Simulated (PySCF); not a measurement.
System: C$_{6}$H$_{8}$NO (doublet).

Input file:

```
{"job": {"kind": "epr", "basis": "pcH-1"}, "charge": 0, "multiplicity": 2}
C     -3.277727    -0.498135     0.524094
C     -1.885991    -0.262910     0.230007
C     -0.733659    -0.042617    -0.035005
C      0.657840     0.210794    -0.328921
C      1.228114     1.303398     0.596001
N      1.420054    -0.983097    -0.334013
C      2.545313    -1.039965    -0.995361
O      2.917436    -0.450126    -1.997256
H     -3.430935    -1.546322     0.778091
H     -3.885236    -0.256198    -0.347835
H     -3.593704     0.123161     1.361511
H      0.749093     0.604807    -1.368735
H      2.256441     1.521491     0.317684
H      1.201485     0.952103     1.625110
H      0.631444     2.208081     0.514809
H      3.192431    -1.835521    -0.551593
```

Run with:

```sh
OMP_NUM_THREADS=1 python probes_run.py task.json out
```

Geometry: GFN2-xTB.

All numbers below come from UKS B3LYP, pcH-1 on C H N O, non-relativistic, mean-field spin-orbit, GIAO in PySCF 2.14.0, density-fitted response routines.

What will maps of the electron density, electron localisation function and spin density show?

C–C (1.20 Å): ρ at the midpoint is about 2.7 e/Å³; the ELF peaks at about 0.85 between the atoms; a short, multiple covalent bond.
C–H (1.09 Å): ρ is about 2 e/Å³ halfway; the ELF climbs to about 1 towards the hydrogen, as it does in any bond to H; a covalent bond by its length.
The unpaired spin (1 electron) lies mostly on N6 (about 0.6) and O8 (about 0.2), in electrons by Hirshfeld's partition.

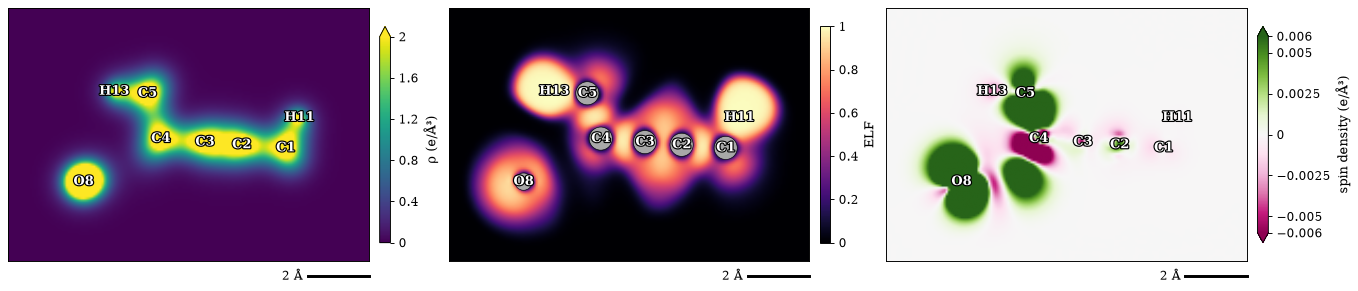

Computed electron density, electron localisation function and spin density on the plane of atoms C3, C4 and C5, in this order. Grey discs cover the atomic cores in the ELF map. 
